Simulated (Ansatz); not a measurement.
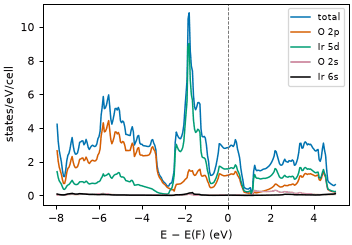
Total and projected density of states of IrO₂ (rutile, P4_2/mnm), the program Ansatz at the PBEsol level (PAW)

Q: Which orbitals carry the states next to the Fermi level?

A: Within 0.5 eV of the Fermi level: Ir 5d 56 %, O 2p 42 %. Projections are on Löwdin-orthogonalised atomic valence shells; empty p or d shells of many metals are not among them.

Q: Where is the tallest occupied peak in this window, and what makes it?

A: Near -1.8 eV, about 11 states/eV per cell; the largest projected share is Ir 5d.

Symmetry was held in the PBEsol relaxation. No spin polarisation was allowed. Scalar-relativistic: spin–orbit coupling is off unless named, which matters more the heavier the elements.

Potentials: the earlier of the program's two PAW sets. The files were generated under PBE; for other functionals the program regenerates the frozen cores, and for LDA and PBEsol the local potential too.
